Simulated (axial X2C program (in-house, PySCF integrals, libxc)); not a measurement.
# InN⁺: bond curves with and without spin–orbit coupling

What are the state, bond length, wavenumber and bond energy of InN⁺, and what does spin–orbit coupling change?

Program: an in-house X2C program for linear molecules on PySCF integrals. Level of theory: all-electron X2C, In dyall-v3z, N dyall-v3z. These are calculated values, not measurements.

**1. Input**

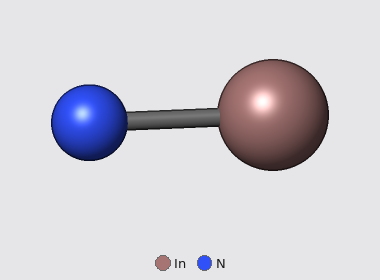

The two atoms at 1.960 Å (indium brown, nitrogen blue).

File task.json:

```json
{"zs": [49, 7], "q": 1, "bas": ["dyall-v3z", "dyall-v3z"], "levels": ["PBE0", "HF", "r2SCAN0", "LDA"], "cc": false, "r0": 1.96, "npts": 10, "nst": 2, "ntry": 6}
```

Keys: zs atomic numbers; q charge; bas basis sets; levels methods (HF also brings MP2); cc coupled cluster on or off; r0 starting distance in Å; npts points asked for on the curve; nst determinants followed; ntry starts of the search.

Run with:

```console
python so2c.py task.json out
```

Spin-free means the one-electron spin-free X2C Hamiltonian; two-component (2c) means X2C with spin–orbit coupling and atomic mean-field two-electron Coulomb and Gaunt terms. Basis: In dyall-v3z contracted to [11s12p9d1f], N dyall-v3z contracted to [6s6p2d1f]; Gaussian nuclei, density fitting. Masses: In 114.904 u, N 14.003 u.

Notation: σ, π±, δ± give the projection m of an orbital's angular momentum (0, ±1, ±2), α and β its spin, Λ and M_S the sums; ω is the projection of a spinor's total angular momentum and Ω the sum. Logs are in hartree.

The results follow Hamiltonian by Hamiltonian and level by level.

**2. Which state to follow**

PBE0 moves the distance from 1.960 Å to 2.860 Å and compares determinants there.

Spin-free determinants:

```tsv
ΔE (eV)	state	open shells
0.00	M_S = 3/2, Λ = 0	beyond closed shells: σα, π+α, π-α
1.07	M_S = 1/2, Λ = 0	beyond closed shells: σβ, π+α, π-α
2.33	M_S = 1/2, Λ = 0	beyond closed shells: σα, π+β, π-α
2.33	M_S = 1/2, Λ = 2	beyond closed shells: σα, π+α, π+β
2.84	M_S = 1/2, Λ = 1	beyond closed shells: π+α
3.24	M_S = 1/2, Λ = 1	beyond closed shells: π+α, π+β, π-α
5.78	M_S = 3/2, Λ = 1	beyond closed shells: 2 × π+α, π-α
```

Two-component determinants:

| ΔE (eV) | state | open shells |
| --- | --- | --- |
| 0.00 | Ω = 3/2 | excess of +ω over −ω: ω = 3/2 |
| 1.07 | Ω = 1/2 | excess of +ω over −ω: 2 × ω = -1/2, ω = 3/2 |
| 2.32 | Ω = 1/2 | excess of +ω over −ω: ω = 1/2 |
| 2.33 | Ω = 5/2 | excess of +ω over −ω: 2 × ω = 1/2, ω = 3/2 |
| 2.34 | Ω = 1/2 | excess of +ω over −ω: ω = 1/2 |
| 5.53 | Ω = 7/2 | excess of +ω over −ω: ω = 1/2, 2 × ω = 3/2 |
| 5.91 | Ω = 5/2 | excess of +ω over −ω: ω = -1/2, 2 × ω = 3/2 |

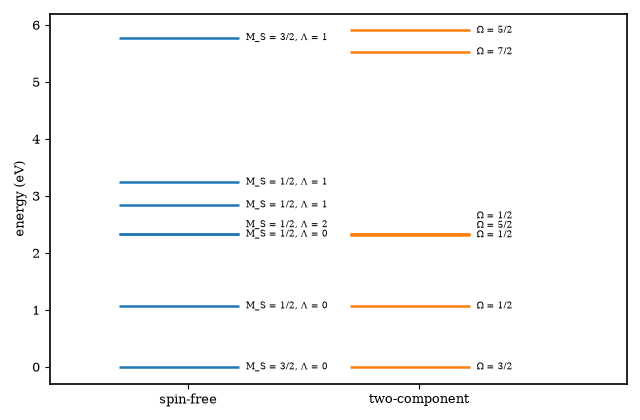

The determinants found, each set from its own lowest.

**3. PBE0, spin-free**

State followed: M_S = 3/2, Λ = 0 (beyond closed shells: σα, π+α, π-α). The scan is laid around 2.860 Å, a first estimate of the minimum, and this SCF restarts from the orbitals of the search.

The SCF at the reference distance of 2.860 Å:

```text
spin-free X2C-1e  PBE0
basis functions 140  fitting functions 795  grid points 5083
iter        total energy     max residual
   1      -5935.036016451     1.74e-05
   2      -5935.036016456     1.14e-05
   3      -5935.036016458     3.25e-06
   4      -5935.036016459     2.63e-06
converged
one-electron -8280.60790672  Coulomb 2449.62392071  exact exchange -41.25458098  xc functional -126.26170939  nuclear repulsion 63.46425991
```

Along the bond, energies from the lowest point:

| R (Å) | E (eV) | μ (D) | HOMO (eV) | LUMO (eV) | iterations |
| --- | --- | --- | --- | --- | --- |
| 2.488 | 0.0484 | -0.06 | -14.44 | -9.32 | 10 |
| 2.603 | 0.0182 | -0.15 | -14.52 | -9.10 | 9 |
| 2.688 | 0.0064 | -0.23 | -14.58 | -8.94 | 9 |
| 2.774 | 0.0009 | -0.33 | -14.63 | -8.79 | 9 |
| 2.860 | 0.0000 | -0.43 | -14.66 | -8.64 | 4 |
| 2.960 | 0.0029 | -0.56 | -14.68 | -8.48 | 9 |
| 3.060 | 0.0087 | -0.69 | -14.69 | -8.34 | 9 |
| 3.189 | 0.0184 | -0.85 | -14.65 | -8.18 | 9 |
| 3.346 | 0.0315 | -1.04 | -14.55 | -8.01 | 9 |
| 3.575 | 0.0499 | -1.30 | -14.31 | -7.84 | 9 |

Dipoles are positive if N is the positive end and refer to the centre of mass.

Outer orbitals at the reference distance:

```tsv
symmetry	occupied	ε (eV)	atomic character
σα	yes	-28.45	53% In d, 46% N s
δ+α	yes	-28.27	100% In d
δ-α	yes	-28.27	100% In d
δ+β	yes	-28.26	100% In d
δ-β	yes	-28.26	100% In d
π-α	yes	-28.26	100% In d
π+α	yes	-28.26	100% In d
π+β	yes	-28.24	100% In d
π-β	yes	-28.24	100% In d
σβ	yes	-28.24	100% In d
σα	yes	-28.06	49% N s, 49% In d
σβ	yes	-22.27	92% N s, 3% In p, 3% In d
σα	yes	-16.43	55% N p, 42% In s
σβ	yes	-15.44	93% In s, 5% N p
π+α	yes	-15.43	99% N p
π-α	yes	-15.43	99% N p
σα	yes	-14.66	54% In s, 41% N p, 4% In p
σβ	no	-8.64	58% N p, 38% In p, 2% In s
π+β	no	-7.95	51% N p, 48% In p
π-β	no	-7.95	51% N p, 48% In p
π+α	no	-7.45	99% In p
```

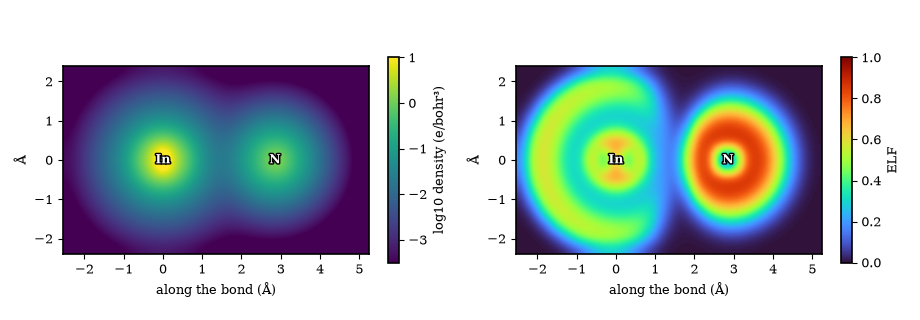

PBE0 fields in a plane through the axis, from a grid of 0.3 Å; In lies at z = 0 and N at z = 2.860 Å; the ELF is damped to zero where the density is low.

Re = 2.837 Å, ωe = 102.0 cm⁻¹, ωexe = 2.58 cm⁻¹, Be = 0.1678 cm⁻¹, De = 0.117 eV, μ = -0.41 D.

**4. HF, spin-free**

The SCF at the reference distance of 2.860 Å:

```text
spin-free X2C-1e  HF
basis functions 140  fitting functions 795  grid points 5083
iter        total energy     max residual
   1      -5932.538050005     2.55e-01
   2      -5932.560515956     6.06e-03
   3      -5932.561331876     1.86e-03
   4      -5932.561433514     7.80e-04
   5      -5932.561446887     4.45e-04
   6      -5932.561450232     2.52e-04
   7      -5932.561451321     9.20e-05
   8      -5932.561451556     3.20e-05
   9      -5932.561451611     1.48e-05
  10      -5932.561451618     9.66e-06
  11      -5932.561451624     3.64e-06
  12      -5932.561451625     7.45e-07
converged
one-electron -8280.28202508  Coulomb 2449.38102429  exact exchange -165.12471074  xc functional 0.00000000  nuclear repulsion 63.46425991
```

No constants are quoted: the lowest point is the long end of the scan.

**5. r2SCAN0, spin-free**

Output at 2.860 Å:

```text
spin-free X2C-1e  r2SCAN0
basis functions 140  fitting functions 795  grid points 5083
iter        total energy     max residual
   1      -5935.389731533     1.05e-01
   2      -5935.392497542     1.49e-03
   3      -5935.392528930     4.83e-04
   4      -5935.392532492     2.99e-04
   5      -5935.392533565     8.77e-05
   6      -5935.392533762     3.52e-05
   7      -5935.392533813     1.67e-05
   8      -5935.392533825     5.80e-06
   9      -5935.392533828     1.78e-06
  10      -5935.392533828     7.99e-07
converged
one-electron -8280.61432531  Coulomb 2449.66001948  exact exchange -41.26425983  xc functional -126.63822808  nuclear repulsion 63.46425991
```

Re = 2.836 Å, ωe = 105.5 cm⁻¹, ωexe = 2.95 cm⁻¹, Be = 0.168 cm⁻¹, De = 0.115 eV, μ = -0.35 D.

**6. LDA, spin-free**

Output at 2.860 Å:

```text
spin-free X2C-1e  LDA
basis functions 140  fitting functions 795  grid points 5083
iter        total energy     max residual
   1      -5929.139310709     1.07e+00
   2      -5929.154144163     1.58e-02
   3      -5929.153820717     1.25e-02
   4      -5929.154943668     1.26e-03
   5      -5929.154951987     3.93e-04
   6      -5929.154954015     4.64e-05
   7      -5929.154954028     1.60e-05
   8      -5929.154954031     5.02e-06
   9      -5929.154954031     2.32e-06
converged
one-electron -8279.67166793  Coulomb 2448.55101535  exact exchange 0.00000000  xc functional -161.49856137  nuclear repulsion 63.46425991
```

No constants are quoted: the lowest point is the short end of the scan.

**7. MP2, spin-free**

Correlated methods: 17 electrons correlated (frozen shells, counted by type: In 4 s, 3 p, 1 d; N 1 s), 169 virtual spinors in MP2.

MP2: Re = 3.108 Å, ωe = 78.4 cm⁻¹, Be = 0.1398 cm⁻¹, De = 0.072 eV.

**8. A higher determinant, spin-free**

State: M_S = 1/2, Λ = 0 (beyond closed shells: σβ, π+α, π-α).

Output at the reference distance:

```text
spin-free X2C-1e  PBE0
basis functions 140  fitting functions 795  grid points 5083
iter        total energy     max residual
   1      -5934.996713784     2.05e-05
   2      -5934.996713792     8.73e-06
   3      -5934.996713794     5.35e-06
converged
one-electron -8280.49216490  Coulomb 2449.49799196  exact exchange -41.23757531  xc functional -126.22922545  nuclear repulsion 63.46425991
```

| R (Å) | E above the lowest PBE0 point (eV) |
| --- | --- |
| 2.488 | 1.007 |
| 2.603 | 1.025 |
| 2.688 | 1.040 |
| 2.774 | 1.055 |
| 2.860 | 1.069 |
| 2.960 | 1.086 |
| 3.060 | 1.101 |
| 3.189 | 1.120 |
| 3.346 | 1.141 |

No constants are quoted: the lowest point is the short end of the scan.

**9. The spin-free curves together**

Energy (eV) of the followed determinant, spin-free, from each level's lowest point:

```csv
R (Å),PBE0,HF,MP2,r2SCAN0,LDA
2.488,0.048,0.309,0.143,0.052,0.000
2.603,0.018,0.208,0.079,0.019,0.018
2.688,0.006,0.153,0.047,0.007,0.039
2.774,0.001,0.112,0.026,0.001,0.062
2.860,0.000,0.080,0.012,0.000,0.086
2.960,0.003,0.053,0.004,0.003,0.115
3.060,0.009,0.033,0.000,0.009,0.144
3.189,0.018,0.017,0.000,0.019,0.178
3.346,0.031,0.006,0.005,0.033,0.215
3.575,0.050,0.000,0.016,0.052,0.261
```

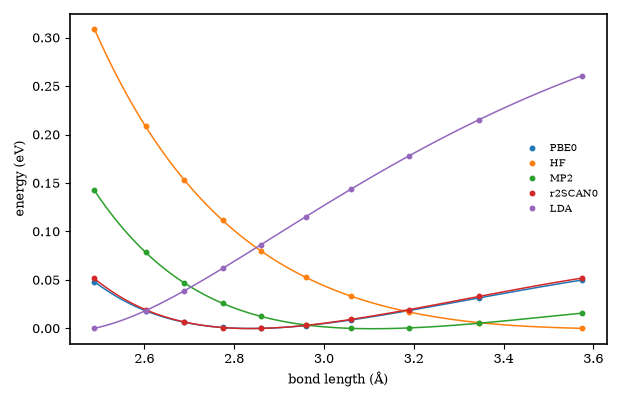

Curves of the followed state, spin-free, each from its own lowest point.

**10. PBE0, 2c**

State followed: Ω = 3/2 (excess of +ω over −ω: ω = 3/2). The scan is laid around 2.860 Å, a first estimate of the minimum, and this SCF restarts from the orbitals of the search.

The SCF at the reference distance of 2.860 Å:

```text
two-component X2C + atomic mean field  PBE0
basis functions 140  fitting functions 795  grid points 5083
iter        total energy     max residual
   1      -5932.563251184     1.13e-05
   2      -5932.563251185     8.36e-06
converged
one-electron -8273.59208036  Coulomb 2448.26500917  exact exchange -41.23050974  xc functional -126.19125119  nuclear repulsion 63.46425991  atomic mean-field constant -3.27867897
```

Along the bond, energies from the lowest point:

```
R (Å)  E (eV)  μ (D)  HOMO (eV)  LUMO (eV)  iterations
2.488  0.0482  -0.06     -14.44      -9.33          10
2.603  0.0182  -0.15     -14.52      -9.11           9
2.688  0.0063  -0.23     -14.58      -8.95           9
2.774  0.0009  -0.33     -14.62      -8.80           9
2.860  0.0000  -0.43     -14.66      -8.65           2
2.960  0.0030  -0.56     -14.68      -8.50           9
3.060  0.0087  -0.69     -14.68      -8.36           9
3.189  0.0184  -0.85     -14.65      -8.21           9
3.346  0.0315  -1.04     -14.55      -8.06           9
3.575  0.0500  -1.29     -14.31      -7.93           9
```

Dipoles are positive if N is the positive end and refer to the centre of mass.

Outer spinors at the reference distance:

```json
{"ω": "1/2", "occupied": "yes", "ε (eV)": "-28.79", "atomic character": "95% In d, 5% N s", "λ mixture": "52% π, 48% σ"}
{"ω": "-3/2", "occupied": "yes", "ε (eV)": "-28.78", "atomic character": "100% In d", "λ mixture": "81% δ, 19% π"}
{"ω": "3/2", "occupied": "yes", "ε (eV)": "-28.77", "atomic character": "100% In d", "λ mixture": "80% δ, 20% π"}
{"ω": "-1/2", "occupied": "yes", "ε (eV)": "-28.76", "atomic character": "100% In d", "λ mixture": "61% π, 39% σ"}
{"ω": "1/2", "occupied": "yes", "ε (eV)": "-28.28", "atomic character": "75% N s, 22% In d", "λ mixture": "82% σ, 18% π"}
{"ω": "5/2", "occupied": "yes", "ε (eV)": "-27.95", "atomic character": "100% In d", "λ mixture": "100% δ"}
{"ω": "-5/2", "occupied": "yes", "ε (eV)": "-27.94", "atomic character": "100% In d", "λ mixture": "100% δ"}
{"ω": "3/2", "occupied": "yes", "ε (eV)": "-27.93", "atomic character": "100% In d", "λ mixture": "80% π, 20% δ"}
{"ω": "-3/2", "occupied": "yes", "ε (eV)": "-27.93", "atomic character": "100% In d", "λ mixture": "81% π, 19% δ"}
{"ω": "-1/2", "occupied": "yes", "ε (eV)": "-27.92", "atomic character": "100% In d", "λ mixture": "61% σ, 39% π"}
{"ω": "1/2", "occupied": "yes", "ε (eV)": "-27.86", "atomic character": "85% In d, 15% N s", "λ mixture": "70% σ, 30% π"}
{"ω": "-1/2", "occupied": "yes", "ε (eV)": "-22.27", "atomic character": "92% N s, 3% In p, 3% In d", "λ mixture": "100% σ"}
{"ω": "1/2", "occupied": "yes", "ε (eV)": "-16.43", "atomic character": "55% N p, 42% In s", "λ mixture": "100% σ"}
{"ω": "-1/2", "occupied": "yes", "ε (eV)": "-15.44", "atomic character": "92% In s, 6% N p", "λ mixture": "98% σ, 2% π"}
{"ω": "-1/2", "occupied": "yes", "ε (eV)": "-15.44", "atomic character": "97% N p", "λ mixture": "98% π, 2% σ"}
{"ω": "3/2", "occupied": "yes", "ε (eV)": "-15.43", "atomic character": "99% N p", "λ mixture": "100% π"}
{"ω": "1/2", "occupied": "yes", "ε (eV)": "-14.66", "atomic character": "54% In s, 41% N p, 4% In p", "λ mixture": "100% σ"}
{"ω": "-1/2", "occupied": "no", "ε (eV)": "-8.65", "atomic character": "56% N p, 39% In p, 2% In s", "λ mixture": "99% σ, 1% π"}
{"ω": "1/2", "occupied": "no", "ε (eV)": "-8.02", "atomic character": "55% In p, 44% N p", "λ mixture": "99% π, 1% σ"}
{"ω": "-3/2", "occupied": "no", "ε (eV)": "-7.89", "atomic character": "56% N p, 42% In p", "λ mixture": "100% π"}
{"ω": "-1/2", "occupied": "no", "ε (eV)": "-7.57", "atomic character": "97% In p, 3% N p", "λ mixture": "98% π, 2% σ"}
```

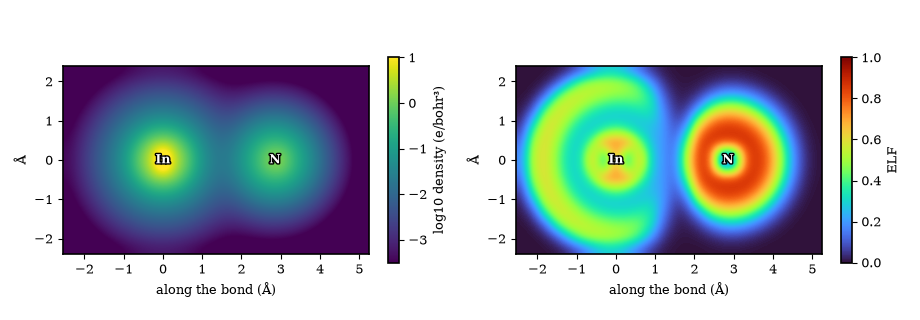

PBE0 fields in a plane through the axis, from a grid of 0.3 Å; In lies at z = 0 and N at z = 2.860 Å; the ELF is damped to zero where the density is low.

Re = 2.837 Å, ωe = 102.1 cm⁻¹, ωexe = 2.58 cm⁻¹, Be = 0.1678 cm⁻¹, De = 0.118 eV, μ = -0.40 D.

**11. HF, 2c**

The SCF at the reference distance of 2.860 Å:

```text
two-component X2C + atomic mean field  HF
basis functions 140  fitting functions 795  grid points 5083
iter        total energy     max residual
   1      -5930.063529213     2.55e-01
   2      -5930.086006887     6.08e-03
   3      -5930.086824363     1.87e-03
   4      -5930.086926487     7.81e-04
   5      -5930.086940101     4.47e-04
   6      -5930.086943734     2.51e-04
   7      -5930.086945052     9.11e-05
   8      -5930.086945437     3.48e-05
   9      -5930.086945594     2.46e-05
  10      -5930.086945647     1.82e-05
  11      -5930.086945703     5.27e-06
  12      -5930.086945707     2.05e-06
  13      -5930.086945707     1.55e-06
converged
one-electron -8273.26406746  Coulomb 2448.01987853  exact exchange -165.02833771  xc functional 0.00000000  nuclear repulsion 63.46425991  atomic mean-field constant -3.27867897
```

No constants are quoted: the lowest point is the long end of the scan.

**12. r2SCAN0, 2c**

The SCF at the reference distance of 2.860 Å:

```text
two-component X2C + atomic mean field  r2SCAN0
basis functions 140  fitting functions 795  grid points 5083
iter        total energy     max residual
   1      -5932.913086982     1.04e-01
   2      -5932.915875991     1.48e-03
   3      -5932.915907470     4.80e-04
   4      -5932.915911060     3.04e-04
   5      -5932.915912149     8.78e-05
   6      -5932.915912349     3.50e-05
   7      -5932.915912400     1.68e-05
   8      -5932.915912413     5.91e-06
   9      -5932.915912416     1.77e-06
  10      -5932.915912416     7.99e-07
converged
one-electron -8273.59687370  Coulomb 2448.29939498  exact exchange -41.24016368  xc functional -126.56385096  nuclear repulsion 63.46425991  atomic mean-field constant -3.27867897
```

Re = 2.835 Å, ωe = 105.5 cm⁻¹, ωexe = 2.95 cm⁻¹, Be = 0.168 cm⁻¹, De = 0.115 eV, μ = -0.35 D.

**13. LDA, 2c**

Output at 2.860 Å:

```text
two-component X2C + atomic mean field  LDA
basis functions 140  fitting functions 795  grid points 5083
iter        total energy     max residual
   1      -5926.671202952     1.07e+00
   2      -5926.686034572     1.58e-02
   3      -5926.685709325     1.25e-02
   4      -5926.686836863     1.26e-03
   5      -5926.686845271     3.81e-04
   6      -5926.686847291     4.49e-05
   7      -5926.686847303     1.46e-05
   8      -5926.686847306     5.20e-06
   9      -5926.686847306     2.33e-06
converged
one-electron -8272.65681299  Coulomb 2447.19307877  exact exchange 0.00000000  xc functional -161.40869403  nuclear repulsion 63.46425991  atomic mean-field constant -3.27867897
```

No constants are quoted: the lowest point is the short end of the scan.

**14. MP2, 2c**

Correlated methods: 17 electrons correlated (frozen shells, counted by type: In 4 s, 3 p, 1 d; N 1 s), 169 virtual spinors in MP2.

MP2: Re = 3.110 Å, ωe = 78.4 cm⁻¹, Be = 0.1396 cm⁻¹, De = 0.072 eV.

**15. A higher determinant, 2c**

State: Ω = 1/2 (excess of +ω over −ω: 2 × ω = -1/2, ω = 3/2).

Output at the reference distance:

```text
two-component X2C + atomic mean field  PBE0
basis functions 140  fitting functions 795  grid points 5083
iter        total energy     max residual
   1      -5932.523961208     1.65e-05
   2      -5932.523961209     1.38e-05
converged
one-electron -8273.47705648  Coulomb 2448.13981117  exact exchange -41.21350904  xc functional -126.15878780  nuclear repulsion 63.46425991  atomic mean-field constant -3.27867897
```

| R (Å) | E above the lowest PBE0 point (eV) |
| --- | --- |
| 2.488 | 1.006 |
| 2.603 | 1.025 |
| 2.688 | 1.040 |
| 2.774 | 1.055 |
| 2.860 | 1.069 |
| 2.960 | 1.085 |
| 3.060 | 1.101 |
| 3.189 | 1.120 |
| 3.346 | 1.140 |

No constants are quoted: the lowest point is the short end of the scan.

**16. The 2c curves together**

Energy (eV) of the followed determinant, 2c, from each level's lowest point:

```
R (Å)   PBE0     HF    MP2  r2SCAN0    LDA
2.488  0.048  0.309  0.144    0.051  0.000
2.603  0.018  0.208  0.079    0.019  0.018
2.688  0.006  0.153  0.047    0.007  0.039
2.774  0.001  0.112  0.026    0.001  0.062
2.860  0.000  0.080  0.012    0.000  0.087
2.960  0.003  0.053  0.004    0.003  0.116
3.060  0.009  0.033  0.000    0.009  0.144
3.189  0.018  0.017  0.000    0.019  0.178
3.346  0.032  0.006  0.005    0.033  0.216
3.575  0.050  0.000  0.016    0.052  0.261
```

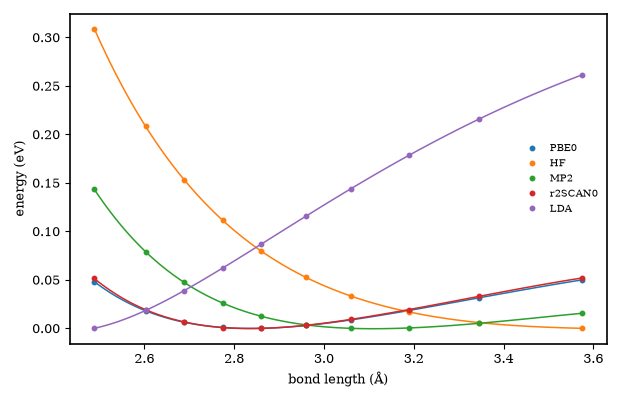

Curves of the followed state, 2c, each from its own lowest point.

The whole job took 1.8 min on 1 thread, shared host.

**17. Results**

Lowest determinant that the search found at its distance, spin-free: M_S = 3/2, Λ = 0 (beyond closed shells: σα, π+α, π-α).

Lowest determinant that the search found at its distance, 2c: Ω = 3/2 (excess of +ω over −ω: ω = 3/2).

```csv
Hamiltonian,level,Re (Å),ωe (cm⁻¹),De (eV),μ (D)
spin-free,PBE0,2.837,102.0,0.117,-0.41
spin-free,MP2,3.108,78.4,0.072,n/a
spin-free,r2SCAN0,2.836,105.5,0.115,-0.35
2c,PBE0,2.837,102.1,0.118,-0.40
2c,MP2,3.110,78.4,0.072,n/a
2c,r2SCAN0,2.835,105.5,0.115,-0.35
```

Dipoles are positive if N is the positive end and refer to the centre of mass. No constants: spin-free HF (the lowest point is the long end of the scan); spin-free LDA (the lowest point is the short end of the scan); 2c HF (the lowest point is the long end of the scan); 2c LDA (the lowest point is the short end of the scan).

Time per point (s) on 1 thread, shared host (2c runs); the times are rough: PBE0 0.59, MP2 0.63, r2SCAN0 1.

What this shows: At MP2, going from spin-free to two-component changes Re by +2 mÅ, ωe by -0.1 %; the spin-free picture holds up (part of it comes from the scalar share of the two-electron terms). It costs about 1.5 times the time. De moves by 0.00 eV; both De rest on single-determinant atoms, which can miss part of an open shell's spin–orbit lowering.

De refers to In+ + N, each in the lowest determinant found, which need not be this curve's own limit. Each curve is one determinant whose occupation by symmetry is held fixed; it was picked as the lowest of a PBE0 search that is not exhaustive. De is counted from the lowest determinant-based energies of the atoms at the same level, without counterpoise correction. Density functionals use the spin component along the axis (collinear). The meta-GGAs lack a current-density term, which matters for open shells with orbital currents, atoms included. With several unpaired electrons one determinant need not be a pure state.
